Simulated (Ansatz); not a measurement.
**A small benchmark: atomisation enthalpy at 298 K**

10 molecules with oxygen; the atomisation enthalpy at 298 K in kJ/mol, computed less measured. Shapes, held fixed at every level: PBE0-D4/def2-TZVP. Flexible molecules stand in one conformer, not always the lowest. Thermal terms are harmonic and unscaled (PBE0-D4/def2-TZVP); the spin-orbit lowering of the free atoms is taken from their spectra. Programs: Ansatz 0.2.0. Measured values: Active Thermochemical Tables, CRC Handbook of Chemistry and Physics, NIST-JANAF tables.

Levels: A = HF/def2-SVP; B = PBE0-D4/def2-TZVPP; C = CCSD(T)/def2-TZVPP; D = CCSD/def2-TZVPP.

```csv
molecule,from tabulated heats,A,B,C,D
NOF (nitrosyl fluoride),867,-655,+21,-38,-99
B(OH)O (oxoborinic acid),1847,-559,-25,-76,-116
SOF2 (thionyl fluoride),1229,-773,+27,-40,-96
HNO3 (SMILES O=NOO),1451,-1059,+3,-89,-180
C2H5O (ethoxy radical),2784,-722,+26,-69,-104
C3H2O3 (vinylene carbonate),3753,-1285,+27,-154,-257
C2H6O2S (SMILES CS(C)(=O)=O),3890,-1446,0,-142,-221
C4H8O (tetrahydrofuran),5045,-1323,+35,-129,-201
"C4H10O2 (1,1-dimethoxyethane)",5936,-1633,+10,-155,-241
C5H10O (cyclopentanol),6256,-1624,+42,-158,-245
```

Task: Which level does best on this set, which worst, and which err to one side?

Result: 
```tsv
level	kind	mean error	mean absolute error	worst case
HF/def2-SVP	Hartree–Fock	-1107.9	1107.9	C4H10O2
PBE0-D4/def2-TZVPP	global hybrid	+16.6	21.6	C5H10O
CCSD(T)/def2-TZVPP	coupled cluster or CI	-105.0	105.0	C5H10O
CCSD/def2-TZVPP	coupled cluster or CI	-176.0	176.0	C3H2O3
```

On this set PBE0-D4/def2-TZVPP has the smallest mean absolute error and HF/def2-SVP the largest. HF/def2-SVP is too low in 10 of 10; PBE0-D4/def2-TZVPP is too high in 8 of 10; CCSD(T)/def2-TZVPP is too low in 10 of 10; CCSD/def2-TZVPP is too low in 10 of 10. The tabulated values of NOF, B(OH)O, SOF2 are in doubt (older tables, estimates, or at odds with other calculations) and kept here. Over the 7 molecules whose values aren't doubted the mean absolute errors are A 1298.9; B 20.4; C 128.0; D 207.0. For HF/def2-SVP and CCSD(T)/def2-TZVPP and CCSD/def2-TZVPP the error grows with the size of the molecule. Hartree–Fock lacks correlation and underbinds. Correlated wave functions converge slowly with the basis. CCSD also lacks the triples, which bind further. T1 is large for HNO3 (0.025), so single-reference values are less sure there. Open shells run unrestricted. The set is small.

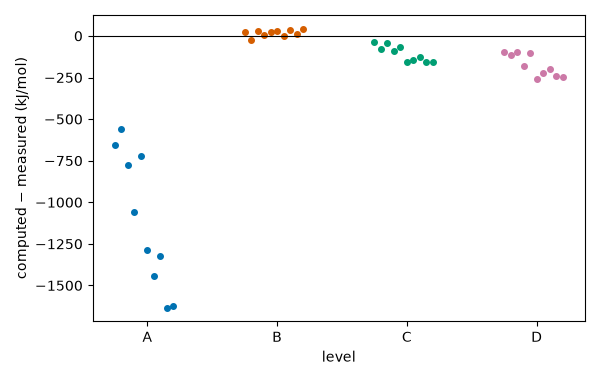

Errors of each level, one point a molecule.
